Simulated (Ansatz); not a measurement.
# UBHLYP/cc-pVDZ run of Si2NH6 (SMILES [SiH2]N[SiH3])

Aim: the vertical doublet–quartet gap of Si2NH6 at UBHLYP/cc-pVDZ, from 2 runs. 

The calculation is run with Ansatz 0.2.0.

60 further runs of the same task are left out: 60 set aside as unsound or not needed.

## Step 1: Starting point

The species is Si2NH6 (9 atoms), meant as a doublet with charge 0. SMILES: `[SiH2]N[SiH3]`. The shape is that of a PBE0-D4/def2-TZVP optimisation. This is one conformer, not always the lowest.

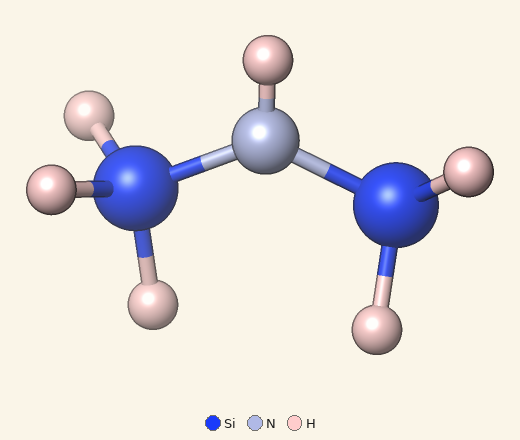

The structure, seen from a chosen angle (silicon blue, nitrogen light blue, hydrogen pink).

## Step 2: A single-point energy at UBHLYP/cc-pVDZ

Contents of job.yaml:

```yaml
crystal:
  periodic: [false, false, false]
  atoms:
    - {symbol: Si, position_ang: [-1.200900, 0.925300, -0.948400]}
    - {symbol: "N", position_ang: [0.196900, 0.625800, 0.025200]}
    - {symbol: Si, position_ang: [0.611700, -0.820500, 0.880200]}
    - {symbol: H, position_ang: [-1.616500, -0.372000, -1.554500]}
    - {symbol: H, position_ang: [-0.842900, 1.913400, -2.010900]}
    - {symbol: H, position_ang: [0.764100, 1.439300, 0.222200]}
    - {symbol: H, position_ang: [1.982600, -1.276500, 0.525400]}
    - {symbol: H, position_ang: [-0.378200, -1.853400, 0.488500]}
    - {symbol: H, position_ang: [0.571600, -0.627700, 2.355400]}
basis:
  gaussian:
    orbitals: cc-pVDZ
magnetization:
  spin_polarized: true
  initial_magnetization: 1
hamiltonian:
  xc: {name: BHLYP}
accuracy: high
output:
  orbitals: {seedname: orbitals}
```

On the command line:

```bash
$ ansatz run job.yaml --threads 1 --pin off --max-ram 3480MiB --events-out events.jsonl --progress --plain --runs-dir runs
```

The program printed:

```text
Warning: RAYON_NUM_THREADS=1 ignored (pool sized by the plan → 1); use --threads N
Functional definition: BHLYP
  name "BHLYP"
  parameter a = 0.5
  exchange = (1 - a)*b88_x + a*exact_x
  correlation = lyp_c
1930 factors; integrals over basis functions are off by at most 3.8e-9 eV
mean field evaluation 1: about -17337.7937 eV, gradient 3.0e1 eV
mean field evaluation 2: about -17335.6192 eV, gradient 3.6e1 eV
mean field evaluation 4: about -17341.3473 eV, gradient 4.0e-1 eV
mean field evaluation 8: about -17341.3586 eV, gradient 4.1e-2 eV
mean field evaluation 16: about -17341.3587 eV, gradient 4.5e-5 eV
mean field -17341.35865812 eV, -637.2831762907 hartree, gradient 7.2e-8 eV, S^2 0.753116; 0 other end points of the search recorded, 0 dependent functions left out
reference -17341.35868683 eV, -637.2831773460 hartree; 21, 20 occupied and 59, 60 virtual orbitals, 1930 factors
Total energy: -17341.35868683 eV, -637.2831773460 hartree
```

It took 11 s on 1 thread of Arm Neoverse V1, shared host; peak memory 0.38 GiB.

## Step 3: The quartet

Contents of molecule.yaml:

```yaml
crystal:
  periodic: [false, false, false]
  atoms:
    - {symbol: Si, position_ang: [-1.200900, 0.925300, -0.948400]}
    - {symbol: "N", position_ang: [0.196900, 0.625800, 0.025200]}
    - {symbol: Si, position_ang: [0.611700, -0.820500, 0.880200]}
    - {symbol: H, position_ang: [-1.616500, -0.372000, -1.554500]}
    - {symbol: H, position_ang: [-0.842900, 1.913400, -2.010900]}
    - {symbol: H, position_ang: [0.764100, 1.439300, 0.222200]}
    - {symbol: H, position_ang: [1.982600, -1.276500, 0.525400]}
    - {symbol: H, position_ang: [-0.378200, -1.853400, 0.488500]}
    - {symbol: H, position_ang: [0.571600, -0.627700, 2.355400]}
basis:
  gaussian:
    orbitals: cc-pVDZ
total_charge: 0
magnetization:
  spin_polarized: true
  initial_magnetization: 3
hamiltonian:
  xc: {name: BHLYP}
accuracy: high
output: {orbitals: {seedname: orbitals}}
```

On the command line:

```bash
$ ansatz run molecule.yaml --threads 1 --pin off --max-ram 3480MiB --events-out events.jsonl --progress --plain --runs-dir runs
```

The program printed:

```text
Warning: RAYON_NUM_THREADS=1 ignored (pool sized by the plan → 1); use --threads N
[... 5 set-up lines as earlier in the session ...]
1930 factors; integrals over basis functions are off by at most 3.8e-9 eV
mean field evaluation 1: about -17330.9472 eV, gradient 2.6e1 eV
mean field evaluation 2: about -17328.5926 eV, gradient 3.5e1 eV
mean field evaluation 4: about -17334.7167 eV, gradient 2.0e0 eV
mean field evaluation 8: about -17334.8309 eV, gradient 2.4e-1 eV
mean field evaluation 16: about -17334.8329 eV, gradient 6.4e-4 eV
mean field -17334.83287108 eV, -637.0433580406 hartree, gradient 5.1e-8 eV, S^2 3.757720; 0 other end points of the search recorded, 0 dependent functions left out
reference -17334.83290053 eV, -637.0433591229 hartree; 22, 19 occupied and 58, 61 virtual orbitals, 1930 factors
Total energy: -17334.83290053 eV, -637.0433591229 hartree
```

Wall time 14 s (1 thread of Arm Neoverse V1, shared host); peak memory 0.38 GiB.

## Step 4: Outcome

Level: UBHLYP/cc-pVDZ.

```
                                        quantity          value
                           doublet: total energy  -637.28318 Eh
     doublet: HOMO energy (highest over α and β)       -6.34 eV
      doublet: LUMO energy (lowest over α and β)       -0.98 eV
                                   doublet: ⟨S²⟩          0.753
                           quartet: total energy  -637.04336 Eh
     quartet: HOMO energy (highest over α and β)       -2.30 eV
                                   quartet: ⟨S²⟩          3.758
vertical energy of the quartet above the doublet       6.526 eV
```

What this shows: At this shape the quartet lies 6.53 eV (630 kJ/mol) above the doublet.
